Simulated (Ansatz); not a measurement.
# Dielectric response of CeO2 (111) films, part 6 of 6

How well do thin fluorite CeO2 (111) films screen a perpendicular field?

Ansatz 0.2.0; plane-wave DFT, PBE, Ansatz PAW (the session's first sound run).

So far. Step 36 (Response with the atoms held, 18 atoms, units 6): The induced dipole is that of a conductor 16.71 Å thick. Step 39 (The bulk crystal): The gap is 1.98 eV.

## 40. Band edges against the vacuum, levels PBE

This step: plane-wave DFT, PBE, Ansatz PAW; band edges against the vacuum, bulk levels by PBE (Ansatz 0.2.0).

System of this step: CeO2 (111), 6 units. The cell holds 18 atoms: 12 O and 6 Ce. Cell: a = 3.825 Å, b = 3.825 Å, c = 35.179 Å, α = 90.0°, β = 90.0°, γ = 120.0°. It derives from CeO2 (fluorite CeO2). Vacuum lies along c.

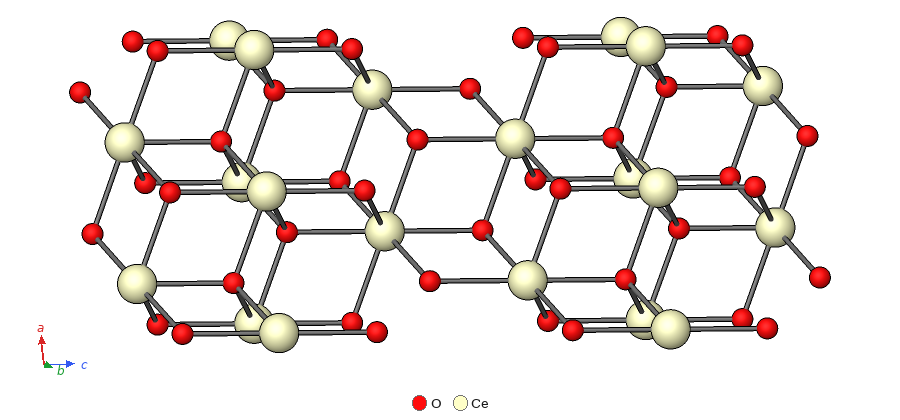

The cell of this step (oxygen red, cerium light yellow). 2×1×1 cells are drawn. Some periodic images of atoms are drawn too.

The averaged potential in the middle of the thickest slab ties the bulk's levels to the vacuum level.

File align.yaml:

```yaml
surface:
  bulk: { run: bulk.run }
  slab: { run: end6.run, axis: 3 }
  face: plus
  period: 3.12346
```

Run with:

```
> ansatz align-bands align.yaml -- --threads 4 --pin off
```

Numbers of over 12 decimals in the logs are rounded to 6 here.

Output:

```text
plus face
ionisation energy 6.212 eV
electron affinity 4.235 eV
  bulk: levels by pbe on the potential of pbe; from 16.03 to 19.15 Å its average varies by 0.3271 eV and climbs by -0.0000; the bulk's density to 2.19 % (its layers are strained against the bulk's: take a thicker slab or side, or run the bulk at their strain)
  vacuum: slopes by 0.0000 eV/Å; line-up 11.4925 eV
  the slab's own level stands -0.204 eV from the bulk's
  of the slab's run: its band edges are its mesh's, and a band can turn off it. A run with kpoints.band_path: { path: [VBM, CBM], npoints: 1 } finds the zone's; about 17.590 Å the layers repeat after 3.1919 Å and not after the period of 3.1235 Å: give that distance, and run the bulk at this side's strain, or take a thicker slab or side; the potential's macroscopic average varies by 0.3271 eV from 16.028 to 19.151 Å, more than 0.03 eV: the crystal is too thin there to have an interior, or the window reaches out of it, or the period is not the layers'
```

The job ended after 3.6 s (4 threads of Arm Neoverse V1, shared host).

Numbers from this step:

- ionisation energy: 6.212 eV
- electron affinity: 4.235 eV
- slab level shift: -0.2039 eV

Check by hand: ionisation energy less affinity, 6.21 − (4.24) = 1.98 eV, is the bulk gap at this level.

The program warns that the averaged potential varies by 0.33 eV in the slab's middle, which these edges carry as an error.

## 41. The bulk with HSE06, k-mesh 6×6×6

This step: plane-wave DFT, HSE06, Ansatz PAW (Ansatz 0.2.0).

System of this step: fluorite CeO2. It takes space group Fm-3m (No. 225, cubic). Conventional cell: a = 5.410 Å, b = 5.410 Å, c = 5.410 Å, α = 90.00°, β = 90.00°, γ = 90.00°. Ce has 8 O at 2.34 Å nearest. O has 4 Ce at 2.34 Å nearest. Farther neighbours and most contacts between anions are not listed.

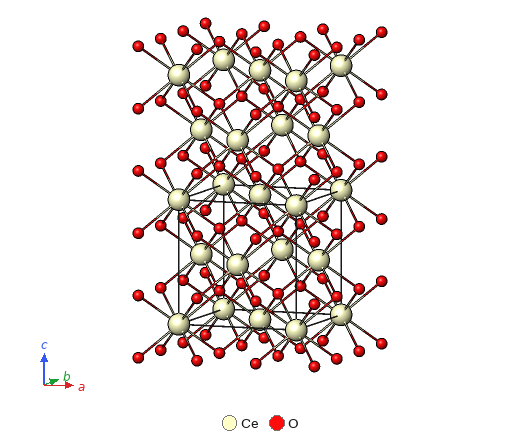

The cell of this step (cerium light yellow, oxygen red). 1×1×2 conventional cells are drawn. Some periodic images of atoms are drawn too.

A hybrid functional removes part of the gap error, and is affordable in the small bulk cell.

File input.yaml:

```yaml
crystal:
  lattice:
    - [0.0, 2.705, 2.705]
    - [2.705, 0.0, 2.705]
    - [2.705, 2.705, 0.0]
  atoms:
    - { symbol: Ce, position: [0.0, 0.0, 0.0] }
    - { symbol: O, position: [0.25, 0.25, 0.25] }
    - { symbol: O, position: [0.75, 0.75, 0.75] }
kpoints:
  mp_grid: { grid: [6, 6, 6] }
hamiltonian:
  xc: hse06
scf:
  occupations: { method: fixed }
  convergence: { dr2_threshold: 1.0e-08 }
output:
  eigenvalues: true
checkpoint:
  write: bulk-hse.run
  compress: false
  write_wavefunctions: false
```

Run with:

```
> ansatz run input.yaml --threads 4 --pin off --max-ram 16384MiB --backend cpu --events-out ev --progress --plain --runs-dir out
```

Output:

```text
[...]
davidson cushion auto → on  (no smearing: the cushion is to keep the highest requested band from converging to the state above it; pin scf.eigensolver.cushion to override)
Crystal: 3 atoms, lattice volume = 39.585 Å³
Basis set: ecut = 420 eV, 749 PW (Γ)
Bands: 16, of which v1, the nominal top of the filled ones, is band 12 counted from 1 (11 counted from 0)
Symmetry: 48 space group operations
[...]
k-points: 16 of 216
[...]
SCF iter   1: F=—  HF=-7715.809116 eV  |F-HF|=—  |Δ(HF+E_count)|=         —  Δρ=5.51e-3  dr2=8.96e-3  ethr=1.77e-3  ⟨swp⟩=5.0  Hψ=1241  notcnv=0
[...]
SCF iter   5: F=-7715.813200 eV  HF=-7715.813232 eV  |F-HF|=3.22e-5  |Δ(HF+E_count)|=   2.80e-5  Δρ=3.36e-4  dr2=4.13e-5  ethr=2.60e-6  ⟨swp⟩=2.1  Hψ=577  notcnv=0
SCF 1 stopped early in 5 iterations: F = -7715.813200 eV  dr2 = 4.13e-5
[...]
Exchange kernel: α = 0.2500, screened, ω = 0.2079 Å⁻¹, Wigner–Seitz truncation, v(0) = 1046.3738 eV·Å³, q-mesh 6×6×6, nearest image of the exchange supercell L = 22.95 Å, pair-density grid 18×18×18, without the augmentation charges, whose exchange is taken in its separable form by FFT convolution over the k-point mesh (sized by the pseudopotential files, 24×24×24 at the most), smooth part of the exact exchange by density-matrix convolution
Frozen-core exchange: fock
SCF iter   1: F=—  HF=-7719.063400 eV  |F-HF|=—  |Δ(HF+E_count)|=         —  Δρ=5.79e-2  dr2=1.69e0  ethr=1.72e-6  ⟨swp⟩=11.2  Hψ=1853  notcnv=0
[...]
SCF iter  11: F=-7718.667893 eV  HF=-7718.667895 eV  |F-HF|=1.91e-6  |Δ(HF+E_count)|=   1.51e-5  Δρ=6.24e-5  dr2=4.96e-6  ethr=3.03e-7  ⟨swp⟩=2.9  Hψ=598  notcnv=0
SCF 2 stopped early in 11 iterations: F = -7718.667893 eV  dr2 = 4.96e-6
[...]
hybrid outer 1: dexx = +5.363e-2 eV, tail = 1.86e-4 eV
[...]
Frozen-core exchange: fock
SCF iter   1: F=—  HF=-7718.666622 eV  |F-HF|=—  |Δ(HF+E_count)|=         —  Δρ=1.42e-4  dr2=3.22e-6  ethr=3.87e-6  ⟨swp⟩=3.1  Hψ=598  notcnv=0
[...]
SCF iter   3: F=—  HF=-7718.666630 eV  |F-HF|=—  |Δ(HF+E_count)|=   6.90e-7  Δρ=3.45e-5  dr2=2.87e-7  ethr=9.14e-10  ⟨swp⟩=4.0  Hψ=1310  notcnv=0
eigensolver tolerance schedule: the retry pair's looser diagonalisation over-reported the residual by 0.09 of it (diagonalisation noise at 0.10 of the residual, at the tolerance the schedule requests for it); recorded, not acted on — ethr = c·dr2/N_el stays at c = 1.0e-1
SCF iter   4: F=—  HF=-7718.666631 eV  |F-HF|=—  |Δ(HF+E_count)|=   7.50e-7  Δρ=1.94e-5  dr2=1.57e-7  ethr=8.36e-10  ⟨swp⟩=4.8  Hψ=923  notcnv=0
SCF iter   5: F=-7718.666631 eV  HF=-7718.666631 eV  |F-HF|=1.16e-10  |Δ(HF+E_count)|=   3.95e-8  Δρ=8.31e-7  dr2=1.32e-9  ethr=6.22e-10  ⟨swp⟩=3.0  Hψ=655  notcnv=0
SCF 3 converged in 5 iterations: F = -7718.666631 eV  dr2 = 1.32e-9
hybrid outer 2: dexx = +5.055e-6 eV, tail = 1.39e-7 eV, Δε = 9.50e-3 eV (about 3.08e-4 eV left of the loop's levels)
[...]
hybrid SCF converged: 2 outer / 16 inner (+5 warm-up), last move |dexx| = 5.06e-6 eV, tail = 1.39e-7 eV
[...]
Free energy (F): -7718.666632 eV
Frozen-core exchange: fock
[...]
Internal energy: -7718.666632 eV  (E = F + TS)
E sigma→0 (E₀):  -7718.666632 eV
Fermi energy:    10.258062 eV
[...]
--- Band table (eV; the first three rows and the last of 16) ---
  k-point 0: bands = [... 8 lower, 6.0489, 9.7745, 9.7745, 9.7745, 14.4768, 14.4982, 14.4982, 14.4982]
  k-point 1: bands = [... 8 lower, 6.7852, 9.5103, 9.6497, 9.6497, 14.4518, 14.4518, 14.5010, 14.5069]
  k-point 2: bands = [... 8 lower, 8.2060, 9.1655, 9.5058, 9.5058, 14.2749, 14.3371, 14.3371, 14.5065]
  k-point 15: bands = [... 8 lower, 9.0764, 9.3055, 9.5467, 9.6877, 14.1143, 14.2442, 14.2825, 14.4296]
```

Wall time 7.3 s (4 threads); peak memory 1.3 GiB.

Numbers from this step:

| Item | Value |
| --- | --- |
| gap on the k-mesh | 3.725 eV |

The gap is 3.73 eV.

## 42. Band edges against the vacuum, levels HSE06

This step: plane-wave DFT, PBE, Ansatz PAW; band edges against the vacuum, bulk levels by HSE06 (Ansatz 0.2.0).

System of this step: CeO2 (111), 6 units. The cell holds 18 atoms: 12 O and 6 Ce. Cell: a = 3.825 Å, b = 3.825 Å, c = 35.179 Å, α = 90.0°, β = 90.0°, γ = 120.0°. It derives from CeO2 (fluorite CeO2). Vacuum lies along c.

The same line-up with the hybrid's levels.

File align.yaml:

```yaml
surface:
  bulk: { run: bulk.run, levels_from: { run: bulk-hse.run } }
  slab: { run: end6.run, axis: 3 }
  face: plus
  period: 3.12346
```

Run with:

```
> ansatz align-bands align.yaml -- --threads 4 --pin off
```

Output:

```text
plus face
ionisation energy 7.179 eV
electron affinity 3.454 eV
  bulk: levels by hse06 on the potential of pbe; from 16.03 to 19.15 Å its average varies by 0.3271 eV and climbs by -0.0000; the bulk's density to 2.19 % (its layers are strained against the bulk's: take a thicker slab or side, or run the bulk at their strain)
  vacuum: slopes by 0.0000 eV/Å; line-up 11.4925 eV
  of the bulk's run: of the levels' run: its band edges are its mesh's, and a band can turn off it. A run with kpoints.band_path: { path: [VBM, CBM], npoints: 1 } finds the zone's; its band edges are of a coarser mesh than the slab's or the interface's, whose density can shift them: a run under levels_from is taken as it is
[...]
```

The job ended after 0.08 s (4 threads).

This step gave:

| Property | Result |
| --- | --- |
| ionisation energy | 7.179 eV |
| electron affinity | 3.454 eV |

Check by hand: ionisation energy less affinity, 7.18 − (3.45) = 3.73 eV, is the bulk gap at this level.

The program warns that the averaged potential varies by 0.33 eV in the slab's middle, which these edges carry as an error.

## 43. A changed input

This step: plane-wave DFT, PBE, Ansatz PAW (Ansatz 0.2.0).

System of this step: CeO2 (111), 2 units. The cell holds 6 atoms: 4 O and 2 Ce. Cell: a = 3.825 Å, b = 3.825 Å, c = 22.685 Å, α = 90.0°, β = 90.0°, γ = 120.0°. It derives from CeO2 (fluorite CeO2). Vacuum lies along c.

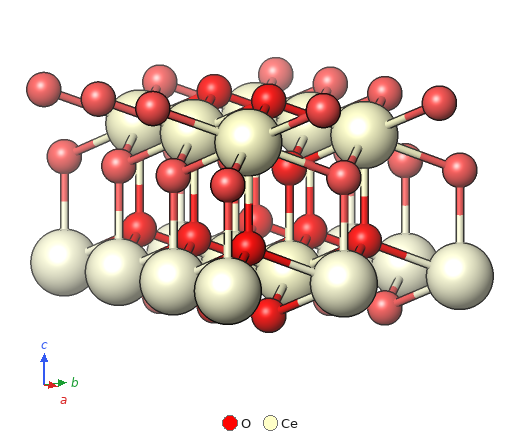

The cell of this step (oxygen red, cerium light yellow). 2×1×1 cells are drawn. Some periodic images of atoms are drawn too.

A run with a changed input: it repeats the earlier run at 0.05 V/Å, 2 units with kpoints.mp_grid.grid from [12, 12, 1] to [8, 8, 1] and basis.ecutwfc to 14.7 Ry.

File input.yaml:

```yaml
crystal:
  lattice:
    - [3.8254476898, -2.9e-09, 0.0]
    - [-1.9127238424, 3.3129348816, 0.0]
    - [0.0, 0.0, 22.6851974345]
  atoms:
    - { symbol: O, position: [0.6666666667, 0.3333333333, 0.3960770943] }
    - { symbol: Ce, position: [0.3333333333, 0.6666666667, 0.4307018982] }
    - { symbol: O, position: [0.0, 0.0, 0.4666505306] }
    - { symbol: O, position: [0.3333333333, 0.6666666667, 0.5333494602] }
    - { symbol: Ce, position: [0.0, 0.0, 0.5692981056] }
    - { symbol: O, position: [0.6666666667, 0.3333333333, 0.6039229111] }
kpoints:
  mp_grid: { grid: [8, 8, 1] }
hamiltonian:
  xc: pbe
scf:
  occupations: { method: fixed }
  convergence: { dr2_threshold: 1.0e-10 }
efield:
  axis: 3
  dipole_correction: true
  ramp_position: 0.97
  ramp_width: 0.06
  amplitude: 0.05
output:
  write_potential: true
  write_density: true
  volumetric_format: npy
basis:
  ecutwfc: "14.7 Ry"
```

Run with:

```
> ansatz run input.yaml --threads 4 --pin off --max-ram 16384MiB --backend cpu --events-out ev --progress --plain --runs-dir out
```

Output:

```text
Warning: basis.ecutwfc = 200.003689 eV is below the records' recommended 420 eV, and the density's cutoff is lower with it unless basis.ecutrho_ratio is high enough to keep the records' density cutoff: compare with a run at a higher cutoff
Warning: basis.ecutrho_ratio 4 (ecutrho = 800.014756 eV, dense FFT grid 18×18×108): the grid does not resolve the core-correction charge of O (measure 0.22 e/Å^2.5); warned from 0.08. The energy and each atom's force then go with where the atoms sit on the grid: [figures from the program's tests cut] If this deck is also warned that a cutoff or its ratio is below what is recommended, mend that before anything below.  [...]
[...]
Crystal: 6 atoms, lattice volume = 287.500 Å³
Basis set: ecut = 200.003689 eV, 1895 PW (Γ)
Bands: 30, of which v1, the nominal top of the filled ones, is band 24 counted from 1 (23 counted from 0)
Symmetry: 6 space group operations
k-points: 10 of 64 (time reversal used)
[...]
SCF iter   1: F=—  HF=-15409.261793 eV  |F-HF|=—  |Δ(HF+E_count)|=         —  Δρ=9.57e-2  dr2=2.78e1  ethr=3.10e-3  p=0.025 e·Å  D=1.60e-2 V/Å  ΔV_dip=-0.36 eV  dr2_dipole=1.53e-4  V_vac-E_F(+/−)=11.80/11.13 eV  ⟨swp⟩=6.6  Hψ=1421  notcnv=0  defer=17
[...]
SCF iter  17: F=-15401.643914 eV  HF=-15401.643914 eV  |F-HF|=1.46e-11  |Δ(HF+E_count)|=  3.27e-11  Δρ=7.73e-8  dr2=8.83e-12  ethr=1.00e-12  p=0.020 e·Å  D=1.25e-2 V/Å  ΔV_dip=-0.28 eV  dr2_dipole=7.00e-16  V_vac-E_F(+/−)=6.86/6.12 eV  ⟨swp⟩=9.1  Hψ=1081  notcnv=0
WARN: efield: at this solve's end the planar-averaged density reaches 4.25e-5 e/Å³ inside the ramp window [0.9259, 0.0741] (bound 1e-5 e/Å³); by the running means of the window's planes the mean density over a ramp is at most 3.16e-5 e/Å³, which is held to the bound (the quickstart, § The vacuum guard, A window that rings); the window's nearer edge stands 7.30 Å from this solve's nearest atom along the axis. Its free energy, forces, stress, dipole, levels and responses can be off, and this figure does not tell by how much. A short vacuum, a low `basis.ecutwfc` or `basis.ecutrho_ratio` and negative occupations (`scf.occupations.method`) can put density there. [rest of the remark cut]
SCF 1 converged in 17 iterations: F = -15401.643914 eV  dr2 = 8.83e-12
[...]
SCF converged after 17 iterations
[...]
Free energy (F): -15401.643914 eV
[...]
Internal energy: -15401.643914 eV  (E = F + TS)
E sigma→0 (E₀):  -15401.643914 eV
Fermi energy:    -1.523604 eV
Dipole field:    D = 0.012487 V/Å  (p = 0.019839 e·Å, saw-weighted, corrected)
Work function:   not extracted (applied field tilts the vacuum); planar V_es + V_field profile in the machine report
[...]
Vacuum region:   at the solve's end the planar-averaged density reaches 4.25e-5 e/Å³ inside the ramp window [0.9259, 0.0741] (bound 1e-5 e/Å³); by the running means of the window's planes the mean density over a ramp is at most 3.16e-5 e/Å³, which is held to the bound (the quickstart, § The vacuum guard, A window that rings)
[...]
--- Band table (eV; the first three rows and the last of 10) ---
  k-point 0: bands = [... 20 lower, -2.3064, -2.3064, -2.1221, -2.1221, 0.2883, 0.4583, 0.4583, 0.5005, ... 2 higher]
  k-point 1: bands = [... 20 lower, -2.3637, -2.1275, -2.0259, -1.8356, 0.4056, 0.4233, 0.4977, 0.5033, ... 2 higher]
  k-point 2: bands = [... 20 lower, -2.4663, -1.9906, -1.9010, -1.5902, 0.4521, 0.4821, 0.5433, 0.6412, ... 2 higher]
  k-point 9: bands = [... 20 lower, -2.2414, -2.2164, -1.9232, -1.5869, 0.4506, 0.4684, 0.4964, 0.5304, ... 2 higher]
```

The job ended after 1.8 s (4 threads; peak memory 0.34 GiB).

| quantity | this run | earlier run | difference |
| --- | --- | --- | --- |
| dipole along the normal (e·Å) | 0.01984 | 0.01966 | 1.8e-4 |
| gap on the k-mesh (eV) | 1.812 | 1.864 | -0.052 |

What moves beyond 0.01 in its unit (for the dipole 0.5 % and 5e-5 e·Å): gap on the k-mesh (-0.0521 eV) and dipole along the normal (+0.000182 e·Å).

With this change the program also warns of density in the ramp of the sawtooth; these numbers are not the system's.

## 44. A changed input

Another changed input: it repeats the earlier run at 0.05 V/Å, 2 units with scf.occupations.method from fixed to cold and scf.occupations.width to 0.1.

Edit input.yaml of step 43 so:

```diff
@@ -13,3 +13,3 @@
 kpoints:
-  mp_grid: { grid: [8, 8, 1] }
+  mp_grid: { grid: [12, 12, 1] }
 hamiltonian:
@@ -17,3 +17,3 @@
 scf:
-  occupations: { method: fixed }
+  occupations: { method: cold, width: 0.1 }
   convergence: { dr2_threshold: 1.0e-10 }
@@ -29,3 +29 @@
   volumetric_format: npy
-basis:
-  ecutwfc: "14.7 Ry"
```

Output:

```text
band count auto-derived: 43 (N_el = 48.0; filled up to band 24; 30 by the electrons, moments and atoms)
[...]
Crystal: 6 atoms, lattice volume = 287.500 Å³
Basis set: ecut = 420 eV, 5643 PW (Γ)
Bands: 43, of which v1, the nominal top of the filled ones, is band 24 counted from 1 (23 counted from 0)
Symmetry: 6 space group operations
k-points: 19 of 144 (time reversal used)
[...]
SCF iter   1: F=—  HF=-15442.536957 eV  |F-HF|=—  |Δ(HF+E_count)|=         —  Δρ=1.19e-1  dr2=4.86e1  ethr=3.10e-3  p=0.025 e·Å  D=1.59e-2 V/Å  ΔV_dip=-0.36 eV  dr2_dipole=1.73e-4  V_vac-E_F(+/−)=10.06/9.38 eV  ⟨swp⟩=6.3  Hψ=3398  notcnv=0
[...]
SCF iter  22: F=-15430.666401 eV  HF=-15430.666401 eV  |F-HF|=7.82e-11  |Δ(HF+E_count)|=  5.09e-11  S|Δr|=    0.00e0  Δρ=8.61e-8  dr2=1.75e-11  ethr=1.00e-12  p=0.020 e·Å  D=1.24e-2 V/Å  ΔV_dip=-0.28 eV  dr2_dipole=3.34e-14  V_vac-E_F(+/−)=5.70/4.94 eV  ⟨swp⟩=2.1  Hψ=1317  notcnv=0
SCF 1 converged in 22 iterations: F = -15430.666401 eV  dr2 = 1.75e-11
[...]
SCF converged after 22 iterations
[...]
Free energy (F): -15430.666401 eV
[...]
Internal energy: -15430.666401 eV  (E = F + TS)
E sigma→0 (E₀):  -15430.666401 eV
Fermi energy:    -0.477927 eV
Step filling:    the computed levels leave a gap of 1.8640 eV = 18.6 smearing widths at the electron count; against every level under it full and every level over it empty, smearing changes F+E_penalty+E_count by -4.98e-41 meV and its σ→0 estimate by -2.97e-38 meV
Dipole field:    D = 0.012372 V/Å  (p = 0.019657 e·Å, saw-weighted, corrected)
Work function:   not extracted (applied field tilts the vacuum); planar V_es + V_field profile in the machine report
[...]
--- Band table (eV; the first three rows and the last of 19) ---
  k-point 0: bands = [... 20 lower, -2.0200, -2.0200, -1.9549, -1.9549, 0.3782, 0.5210, 0.5210, 0.5998, ... 15 higher]
  k-point 1: bands = [... 20 lower, -2.0973, -1.9810, -1.8857, -1.8014, 0.3874, 0.5172, 0.5270, 0.5996, ... 15 higher]
  k-point 2: bands = [... 20 lower, -2.1898, -1.9471, -1.8165, -1.5934, 0.4116, 0.5070, 0.5445, 0.5984, ... 15 higher]
  k-point 18: bands = [... 20 lower, -2.2083, -1.9694, -1.9664, -1.5655, 0.4491, 0.5274, 0.5343, 0.5433, ... 15 higher]
```

It took 12 s on 4 threads; peak memory 0.7 GiB.

Numbers from this step:

```
gap on the k-mesh       : 1.864 eV
dipole along the normal : 0.01966 e·Å
```

| quantity | this run | earlier run | difference |
| --- | --- | --- | --- |
| dipole along the normal (e·Å) | 0.01966 | 0.01966 | -1.6e-7 |
| gap on the k-mesh (eV) | 1.864 | 1.864 | 1.2e-7 |

Nothing in the table moves by 0.01 in its unit (for the dipole 0.5 % and 5e-5 e·Å). The run took 22 SCF cycles against 21.

## 45. Results

| Item | Value |
| --- | --- |
| electronic ε from the thickness series | 7.62 |
| static ε from the thickness series | 30.2 |
| local electronic ε, middle of 6 units | 7.62 |
| ionisation energy, levels by PBE | 6.21 eV |
| electron affinity, levels by PBE | 4.24 eV |
| ionisation energy, levels by HSE06 | 7.18 eV |
| electron affinity, levels by HSE06 | 3.45 eV |

The films give an electronic ε of 7.62 and a static ε of 30.2. The slope of the series and the field inside the thickest film give 7.62 and 7.62, in agreement. Ions raise ε from 7.62 to 30.2. A static value this large rests on a slope near 1, so small errors in the relaxed forces change it much, and it depends strongly on the in-plane lattice constant. HSE06 levels deepen the valence edge by 0.97 eV on the same PBE surface dipole. The alignment warns that the averaged potential still varies by 0.33 eV in the slab's middle, which the band edges carry as an error. The in-plane lattice constants are held at typed bulk values. Semilocal functionals tend to overestimate the electronic ε a little.

[Logs are printed without paths, hosts, clocks, repeated set-up lines and the standing remarks that a program may print on its own settings, such as how far it seeks lower states.]

[Hosts, paths, dates, database ids (printed as entryN), source tags and the programs' standing remarks are cut or masked in the printed files.]

[Maps of the electrostatic potential energy from Ansatz leave out the sawtooth potential of an applied field or a dipole correction, so their vacuum need not be flat; planar profiles and work functions include it.]
